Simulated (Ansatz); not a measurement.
# Y2CF2 monolayer: phonons and vibrational spectra, part 2 of 3

Aim: the vibrations of Y2CF2 monolayer, their spectra, and whether the structure is stable.

Ansatz 0.2.0; DFT PBEsol, scalar-relativistic, plane waves, PAW; PAW set soft_1.

So far. Step 4 (Tight relaxation): The largest force component left is 0.12 meV/Å, within the tolerances set.

## (5) Linear response at the zone centre

The zone centre comes first: it holds the modes that light can see, as far as symmetry allows. The response to a homogeneous field gives the Born charges and the dielectric tensor, and its change with displacement the Raman tensors.

input.yaml

```yaml
crystal:
  lattice:
    - [3.5342727862, 0.0, 0.0]
    - [-1.7671363931, 3.0607700167, 0.0]
    - [0.0, 0.0, 33.2]
  atoms:
    - { symbol: C, position: [0.0, 0.0, 0.3012048193] }
    - { symbol: "Y", position: [0.3333333333, 0.6666666667, 0.3423058721] }
    - { symbol: "Y", position: [0.6666666667, 0.3333333333, 0.2601037665] }
    - { symbol: F, position: [0.6666666667, 0.3333333333, 0.3769557572] }
    - { symbol: F, position: [0.3333333333, 0.6666666667, 0.2254538814] }
  periodic: [true, true, false]
kpoints:
  mp_grid: { grid: [12, 12, 1] }
hamiltonian:
  xc: pbesol
  pseudopotentials: { kind: paw, azcp: { folder: soft_1 }, xc_functional: pbe }
scf:
  occupations: { method: fixed }
output:
  eigenvalues: true
phonons:
  method: dfpt
  dielectric: true
  raman: true
```

The run is started by

```console
$ ansatz run input.yaml --threads 4 --pin off --max-ram 16384MiB --backend cpu --events-out ev --progress --plain --runs-dir out
```

Numbers of over 12 decimals in the logs are rounded to 6 here.

The log of the run:

```text
Warning: phonons.dielectric: true without phonons.rigid_motions: the static dielectric tensor ε⁰ will be withheld (ε∞, Z* and the rows of modes are given); for a crystal or a slab, whose only rigid motions are the translations, set phonons.rigid_motions: translations
Warning: crystal.symmetry: narrowed to the stabiliser of the run's FFT grids — unitary ops 12 → 6. A phonons.method: dfpt run fills in the rows of the dynamical matrix that it does not solve by its symmetry operations, which is exact only for operations that map its FFT grids onto themselves: filled in by any other, the frequencies could depend on the order in which like atoms are typed, or, by more than the grids' own error, on where the crystal sits among the grids' points. Excluded: 6 operations. The run can therefore solve more perturbations, solve them on more k-points, or both, and cost more. [rest of the remark cut]
[...]
Crystal: 5 atoms, lattice volume = 359.144 Å³
Basis set: ecut = 420 eV, 6969 PW (Γ), exchange–correlation on 48×48×450 points (8 copies of the dense FFT grid, shifted against one another)
Bands: 25, of which v1, the nominal top of the filled ones, is band 20 counted from 1 (19 counted from 0)
Symmetry: 12 space group operations
k-points: 43 of 144 (irreducible under 2 space group operations, time reversal used)
[...]
SCF iter   1: F=—  HF=-9449.485681 eV  |F-HF|=—  |Δ(HF+E_count)|=         —  Δρ=5.39e-2  dr2=2.02e1  ethr=3.10e-3  ⟨swp⟩=7.7  Hψ=6221  notcnv=0  defer=123
[...]
SCF iter  12: F=-9444.242612 eV  HF=-9444.242612 eV  |F-HF|=7.82e-11  |Δ(HF+E_count)|=  5.09e-11  Δρ=1.44e-7  dr2=7.05e-11  ethr=1.00e-12  ⟨swp⟩=26.3  Hψ=13031  notcnv=0
SCF 1 converged in 12 iterations: F = -9444.242612 eV  dr2 = 7.05e-11
[...]
DFPT response loops at Γ: preconditioner auto → none (the input reference at scf.mixing.eps_inf says where Resta's filter doesn't serve); β = 0.50; Broyden in place of MSR1
── the response to a field inside a basis, on 18×18×2 k-points: an SCF that follows is theirs, and a resumed run solves both again ──
Bands: 21, of which v1, the nominal top of the filled ones, is band 20 counted from 1 (19 counted from 0)
k-points: 171
[...]
Eigensolver: Dense (171 Hₖ)
SCF iter   1: F=—  HF=-9444.232431 eV  |F-HF|=—  |Δ(HF+E_count)|=         —  Δρ=1.13e-4  dr2=1.09e-5  ethr=1.00e-1
[...]
SCF iter   7: F=-9444.232436 eV  HF=-9444.232436 eV  |F-HF|=1.64e-11  |Δ(HF+E_count)|=  1.04e-10  Δρ=4.07e-8  dr2=4.96e-12  ethr=1.00e-12
SCF 1 converged in 7 iterations: F = -9444.232436 eV  dr2 = 4.96e-12
[...]
SCF converged after 12 iterations
Free energy (F): -9444.242612 eV
[...]
Internal energy: -9444.242612 eV  (E = F + TS)
E sigma→0 (E₀):  -9444.242612 eV
Fermi energy:    -4.187884 eV
[...]
--- Band table (eV; the first three rows and the last of 43) ---
  k-point 0: bands = [... 16 lower, -9.8938, -5.7186, -4.1879, -4.1879, -1.3358 (-1.3358°), -1.1697, -1.0273, -1.0273, ... 1 higher]
  k-point 1: bands = [... 16 lower, -9.8413, -5.6281, -4.4130, -4.2168, -1.3734 (-1.3734°), -1.1972 (-1.1972°), -1.0194, -0.8873, ... 1 higher]
  k-point 2: bands = [... 16 lower, -9.7917, -5.4169, -4.8736, -4.2785, -1.8324, -1.0673 (-1.0673°), -0.7486, -0.5634, ... 1 higher]
  k-point 42: bands = [... 16 lower, -9.8489, -5.5829, -5.1138, -4.8529, -1.5062, -1.0701, 0.4292, 0.5313, ... 1 higher]
  ° read free of the cell's end (the report's vacuum.weakly_bound_levels)
--- Phonons (Γ-DFPT): 10 representative perturbations + reference, on 43 of 144 k-points (Σ response iterations 46) ---
  ASR residual: 2.404e-4 → 0.000e0 eV/Å²; symmetrization residual: 6.403e-6 eV/Å²
  The last average, over the group as it would stand without the narrowing to the FFT grids, took up to 4.410e-6 eV/Å² of the zone centre's force constants
  ASR residual per site (eV/Å²): 1.81e-4 9.96e-5 1.02e-4 2.26e-4 2.40e-4
  Γ frequencies (cm⁻¹): 0.00 0.00 0.00 123.79 123.79 202.60 202.60 207.29 240.60 240.60 340.06 362.54 363.90 363.90 611.31
  ε∞ (high-frequency dielectric tensor):
        2.712604    -0.000000     0.000000
       -0.000000     2.712604    -0.000000
        0.000000    -0.000000     1.156300
  α∞ (the layer's polarisability for a field applied outside it; Å, Gaussian; ε∞ is over the cell's 33.200 Å):
        4.524651    -0.000000     0.000000
       -0.000000     4.524651    -0.000000
        0.000000    -0.000000     0.412940
  ε⁰ (static dielectric tensor): not given — the deck does not say what the cell's rigid motions are, and on a molecule in a box or a wire the rigid rotations would enter the sum over the modes at Γ. For a crystal or a slab, whose only rigid motions are the translations, set phonons.rigid_motions: translations.
  Born effective charges Z* (e; rows j = field, columns β = displacement):
    site 0:
        -5.35389   -0.00000   -0.00000
         0.00000   -5.35389    0.00000
        -0.00000    0.00000   -0.40580
    site 1:
         4.44301   -0.00000    0.00000
        -0.00000    4.44301   -0.00000
         0.00000   -0.00000    0.62384
    site 2:
         4.44301   -0.00000    0.00000
        -0.00000    4.44301   -0.00000
         0.00000   -0.00000    0.62384
    site 3:
        -1.76607    0.00000   -0.00000
        -0.00000   -1.76607    0.00000
        -0.00000   -0.00000   -0.42094
    site 4:
        -1.76607    0.00000   -0.00000
        -0.00000   -1.76607    0.00000
        -0.00000   -0.00000   -0.42094
  Z* charge neutrality: 2.747e-3 e pre-enforcement
  solved inside a basis spanned on kpoints, on 18×18×2 k-points transformed towards the longest dipole: ε∞ is read to err by 1.2e-2, Z* by 5.7e-2 e (field_mesh: kpoints solves on kpoints); Z* is corrected for what the basis lacks
  Raman tensors (in the event stream and the table raman_tensors.tsv): an entry may err by 9.8e-1 Å², one of the second-order susceptibility by 2.8e-19 pm/V (basis, points and sum rule); their sum over the sites missed zero by 1.776e-15 Å² ahead of its enforcement
  optical modes at Γ without the LO–TO term, one row a degenerate level:
      ω (cm⁻¹)  modes    IR ((D/Å)²/amu)  static Raman (Å⁴/amu)  depolarisation
        123.79      2             0.0000                33.4562           0.750
        202.60      2            70.0321                 0.0000               —
        207.29      1             0.0000              1354.4629           0.119
        240.60      2             0.0000                36.7266           0.750
        340.06      1             0.5114                 0.0000               —
        362.54      1             0.0000               315.4052           0.119
        363.90      2            75.7247                 0.0000               —
        611.31      1             0.4372                 0.0000               —
```

It took 20 min on 4 threads of Arm Neoverse V1, shared host; peak memory 4.3 GiB; 79 min of CPU time.

Numbers from this step:

```yaml
sum_rule_residual_before_enforcement: 2.40e-4 eV/Å²
miss_of_the_charge_sum_rule: 0.002747 e
estimated_error_of_the_dielectric_tensor: 0.01225
estimated_error_of_the_born_charges: 0.05699 e
point_group: -3m
highest_optical_mode_at_the_zone_centre_no_lo_to_term: 611.3 cm⁻¹
lowest_optical_zone_centre_mode: 123.8 cm⁻¹
largest_born_charge_third_of_the_trace: -3.705 e
```

Without the LO-TO term. Patterns of degenerate modes are one choice out of their space. The modes at Γ (shares of kinetic energy by element, %):

```csv
mode,frequency (cm⁻¹),symmetry,C %,Y %,F %
1,0.0,acoustic,5,78,17
2,0.0,acoustic,5,78,17
3,0.0,acoustic,5,78,17
4,123.8,Eg,0,87,13
5,123.8,Eg,0,87,13
6,202.6,Eu,8,21,70
7,202.6,Eu,8,21,70
8,207.3,A1g,0,62,38
9,240.6,Eg,0,13,87
10,240.6,Eg,0,13,87
11,340.1,A2u,1,16,83
12,362.5,A1g,0,38,62
13,363.9,Eu,86,1,13
14,363.9,Eu,86,1,13
15,611.3,A2u,94,6,0
```

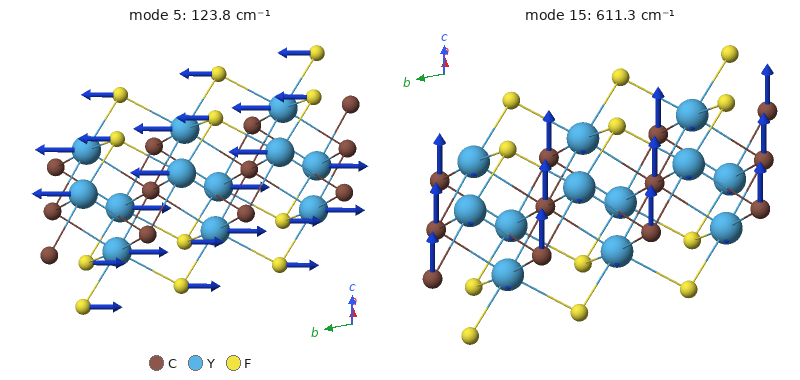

Displacement patterns of modes 5 and 15 at Γ; arrows are exaggerated. 2×3×1 cells are drawn. Some periodic images of atoms are drawn too.

High-frequency dielectric tensor, averaged over the cell of height 33.2 Å or as lengthened by the program, vacuum included. Tensor:

```csv
,x,y,z
x,2.713,0,0
y,0,2.713,0
z,0,0,1.156
```

Born charge (rows field, columns displacement) (e), principal values of the symmetric part by kind of site:

```csv
atom,atoms with these values,low,middle,high,mean
C1,1,-5.35,-5.35,-0.41,-3.70
Y2,2,0.62,4.44,4.44,3.17
F4,2,-1.77,-1.77,-0.42,-1.32
```

In full for Y2:

```
4.44 0.00 0.00
0.00 4.44 0.00
0.00 0.00 0.62
```

Transverse modes. Lines of the infrared spectrum (strongest = 100):

```csv
position (cm⁻¹),relative intensity
124,0.0
203,92
207,0.0
241,0.0
340,0.7
362,0.0
364,100
611,0.6
```

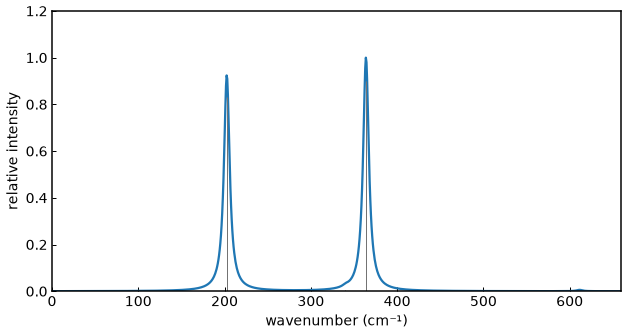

The infrared spectrum, broadened with Lorentzians of width 8 cm⁻¹; bars mark the lines.

Activity x (w_L - w)^4 (n + 1)/w, 532 nm, 300 K; the tensors are static ones, while 532 nm light lies above the computed direct gap, where resonance would change the heights. Raman lines, with heights relative to the strongest:

```csv
position (cm⁻¹),relative intensity
124,5.9
203,0.0
207,100
241,2.1
340,0.0
362,10
364,0.0
611,0.0
```

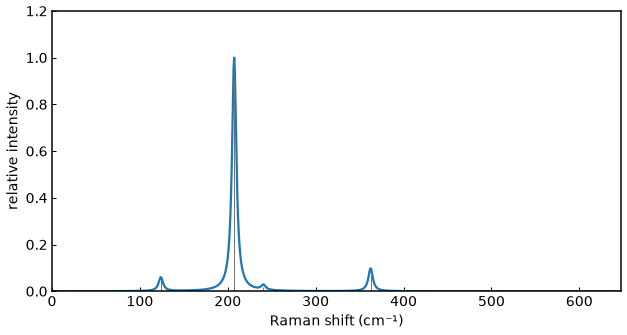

The Raman spectrum, broadened with Lorentzians of width 6 cm⁻¹; bars mark the lines.

Before it was imposed, the acoustic sum rule was missed by 2.4e-4 eV/Å² and the charge sum rule by 0.0027 e. Small misses are needed for a sound result but don't prove that mesh and cutoff are converged. The lowest optical mode is real, 124 cm⁻¹.

## (6) Phonons on a q mesh

Stability and thermal properties need the whole zone. Linear response on a 6×6×1 q mesh gives force constants as far as a supercell of that size would, and the tensors from the zone-centre run are typed in so that the long-range dipole term is interpolated apart.

input.yaml, the sections that differ from step 5:

```yaml
phonons:
  method: dfpt
  qmesh: [6, 6, 1]
  temperatures: { t_max: 1000, t_step: 50 }
  qpath:
    path:
      - [0.0, 0.0, 0.0]
      - [0.5, 0.0, 0.0]
      - [0.33333333, 0.33333333, 0.0]
      - [0.0, 0.0, 0.0]
    npoints: 10
  isolated: true
  non_analytic_term:
    high_frequency_dielectric_tensor: [[2.7126, 0.0, 0.0], [0.0, 2.7126, 0.0], [0.0, 0.0, 1.1563]]
    born_effective_charges:
      - { species: C, tensor: [[-5.3539, 0.0, 0.0], [0.0, -5.3539, 0.0], [0.0, 0.0, -0.4058]] }
      - { species: "Y", tensor: [[4.443, 0.0, 0.0], [0.0, 4.443, 0.0], [0.0, 0.0, 0.6238]] }
      - { species: "Y", tensor: [[4.443, 0.0, 0.0], [0.0, 4.443, 0.0], [0.0, 0.0, 0.6238]] }
      - { species: F, tensor: [[-1.7661, 0.0, 0.0], [0.0, -1.7661, 0.0], [0.0, 0.0, -0.4209]] }
      - { species: F, tensor: [[-1.7661, 0.0, 0.0], [0.0, -1.7661, 0.0], [0.0, 0.0, -0.4209]] }
    source: "zone-centre run at this cell"
# crystal, kpoints, hamiltonian, scf, output: as in step 5
```

The log of the run:

```text
Warning: phonons: the dynamical matrix that this run interpolates holds no multipole term above the dipole-dipole one, and a site of this crystal is no centre of inversion, so its interpolated transverse optical and acoustic branches and sound speeds can stay off near Gamma, and the density of states and the thermodynamics with them. What a run solves at a wave vector of phonons.qpoints, Gamma apart, where the deck admits one, is free of this, and under fd what a larger phonons.supercell samples
[...]
Crystal: 5 atoms, lattice volume = 359.144 Å³
Basis set: ecut = 420 eV, 6969 PW (Γ), exchange–correlation on 48×48×450 points (8 copies of the dense FFT grid, shifted against one another)
Bands: 25, of which v1, the nominal top of the filled ones, is band 20 counted from 1 (19 counted from 0)
Symmetry: 12 space group operations
k-points: 19 of 144 (irreducible under 6 space group operations, time reversal used)
[...]
SCF iter   1: F=—  HF=-9449.485277 eV  |F-HF|=—  |Δ(HF+E_count)|=         —  Δρ=5.39e-2  dr2=2.02e1  ethr=3.10e-3  ⟨swp⟩=7.7  Hψ=2738  notcnv=0  defer=53
[...]
SCF iter  13: F=-9444.242612 eV  HF=-9444.242612 eV  |F-HF|=2.91e-11  |Δ(HF+E_count)|=  3.46e-11  Δρ=3.74e-8  dr2=7.00e-12  ethr=1.00e-12  ⟨swp⟩=23.5  Hψ=5528  notcnv=0
SCF 1 converged in 13 iterations: F = -9444.242612 eV  dr2 = 7.00e-12
[...]
NSCF: frozen V_eff on 19 k-points
[...]
DFPT response loops at q = (0, 0, 0) (fractional): preconditioner auto → none (the input reference at scf.mixing.eps_inf says where Resta's filter doesn't serve); β = 0.50; Broyden in place of MSR1
[...]
SCF converged after 13 iterations
Free energy (F): -9444.242612 eV
[...]
Internal energy: -9444.242612 eV  (E = F + TS)
E sigma→0 (E₀):  -9444.242612 eV
Fermi energy:    -4.187882 eV
[...]
--- Band table (eV; the first three rows and the last of 19) ---
  k-point 0: bands = [... 16 lower, -9.8938, -5.7186, -4.1879, -4.1879, -1.3358 (-1.3358°), -1.1697, -1.0273, -1.0273, ... 1 higher]
  k-point 1: bands = [... 16 lower, -9.8413, -5.6281, -4.4129, -4.2168, -1.3734 (-1.3734°), -1.1972 (-1.1972°), -1.0194, -0.8873, ... 1 higher]
  k-point 2: bands = [... 16 lower, -9.7917, -5.4169, -4.8736, -4.2785, -1.8324, -1.0673 (-1.0673°), -0.7486, -0.5634, ... 1 higher]
  k-point 18: bands = [... 16 lower, -9.8305, -5.4494, -5.4494, -4.8323, -1.2288, -0.1671, -0.1671, 0.4698, ... 1 higher]
  ° read free of the cell's end (the report's vacuum.weakly_bound_levels)
--- Phonons (Γ-DFPT): 10 representative perturbations + reference (Σ response iterations 46) ---
  ASR residual: 6.814e-5 → 0.000e0 eV/Å²; symmetrization residual: 4.346e-6 eV/Å²
[...]
ASR residual per site (eV/Å²): 6.81e-5 2.49e-5 2.50e-5 4.91e-5 5.37e-5
[...]
--- Phonons (arbitrary-q DFPT): 7 irreducible q on the 6×6×1 mesh ---
  q = [0.0000, 0.0000, 0.0000] (star 1, of the zone-centre solve; hermiticity 4.48e-7, symmetrization 1.22e-13, taken by the last average 2.95e-7): -0.00 -0.00 0.00 123.79 123.79 202.60 202.60 207.29 240.60 240.60 340.06 362.54 363.90 363.90 611.31
  q = [0.0000, 0.1667, 0.0000] (star 6, 15 solved perturbations on 78 of 144 k-point pairs; hermiticity 3.60e-7, symmetrization 2.67e-9, taken by the last average 5.93e-7): 41.57 69.23 114.85 129.97 153.25 203.17 214.80 226.62 237.54 275.46 317.32 324.51 375.50 558.29 574.38
[...]
q = [0.1667, 0.1667, 0.0000] (star 6, 10 solved perturbations in 1110 linear systems a pass and spin channel, the states on 144 of 144 k-point pairs; hermiticity 2.26e-7, symmetrization 1.27e-10, taken by the last average 6.09e-7): 90.91 111.99 148.58 173.22 180.91 203.07 219.23 228.25 238.26 266.46 299.38 302.38 408.61 522.06 565.85
[...]
sum rule: each row above includes the acoustic sum rule's correction from the zone centre's row sums; it moved no ω² by more than (1.24 cm⁻¹)²
  mesh force constants: q→R imaginary residual 7.81e-19; ASR residual 6.814e-5 → 0.000e0 eV/Å²; symmetrization residual 8.882e-15 eV/Å²
  interpolated dispersion: 31 rows × 15 modes
  density of states and harmonic sums: on the 24×24×1 q-mesh, interpolated from the force constants of a 6×6×1 supercell (with the dipole–dipole term of supplied tensors)
  largest difference from the sums on the solved wave vectors: F 2.49e-2 eV, S 3.17e-5 and C_V 6.67e-6 eV/K
  zero-point energy: 0.246321 eV/cell   skipped modes (ω ≤ 0): 3   left out of the sums: 3.47e-4 of the cell's modes: C_V's classical limit lies that fraction below 3 k_B per atom; for a crystal, a wire or a layer, F and S can be off by more, and a phonons.interpolated_qmesh denser along its periods is the remedy for the sampling
```

It took 30 min on 4 threads; peak memory 3 GiB; 2 h of CPU time.

Numbers from this step:

* sum-rule residual before enforcement: 6.81e-5 eV/Å²
* lowest frequency on the path: 0 cm⁻¹
* highest frequency on the path or at a solved wavevector: 611.3 cm⁻¹
* mean frequency: 264.6 cm⁻¹
* lowest mode on the q mesh (acoustic modes at Γ apart): 41.57 cm⁻¹
* zero-point energy per atom: 49.26 meV
* heat capacity at 300 K: 21.45 J/(mol atoms K)
* vibrational entropy at 300 K: 23.98 J/(mol atoms K)

Frequencies (cm⁻¹) solved at each irreducible wavevector; negative means imaginary. Frequencies by wavevector, by row:

```csv
q in reciprocal lattice units,star,mode 1,mode 2,mode 3,mode 4,mode 13,mode 14,mode 15
0 0 0,1,0,0,0,123.8,363.9,363.9,611.3
0 0.1667 0,6,41.6,69.2,114.8,130,375.5,558.3,574.4
0 0.3333 0,6,109.8,117.5,143.9,176.4,381.2,495.9,575
0 -0.5 0,3,137.1,149.7,152.2,161.4,380.4,455.6,572.9
0.1667 0.1667 0,6,90.9,112,148.6,173.2,408.6,522.1,565.9
0.1667 0.3333 0,12,138.9,144.9,169,177.1,437.3,466,558.4
0.3333 0.3333 0,2,159.6,159.6,163.8,203.3,440.2,515,515
```

Interpolated from a 6×6×1 q mesh, with the LO-TO term (at Γ the limit along the path; where Γ stands inside the path, tables give the limit on arrival). Phonon branches along the path, in cm⁻¹:

```csv
point,branch 1,branch 2,branch 3,branch 4,branch 12,branch 13,branch 14,branch 15
Γ,0,0,0,124,362,364,364,611
M,137,150,152,161,310,380,456,573
K,160,160,164,203,279,440,515,515
Γ,0,0,0,124,362,364,364,611
```

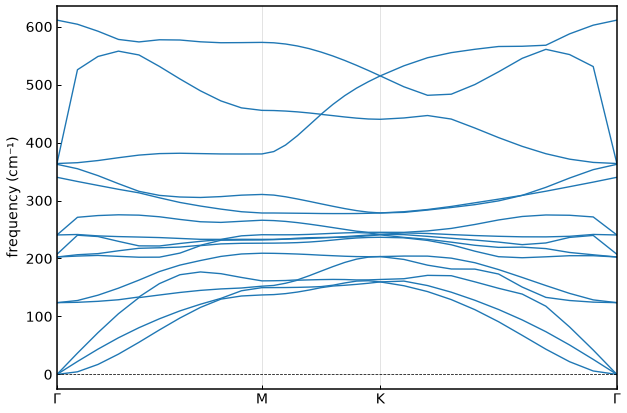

Phonon branches along the path.

[end of part 2 of 3]

[Logs are printed without paths, hosts, clocks, repeated set-up lines and the standing remarks that a program may print on its own settings, such as how far it seeks lower states.]

[Hosts, paths, dates, database ids (printed as entryN), source tags and the programs' standing remarks are cut or masked in the printed files.]
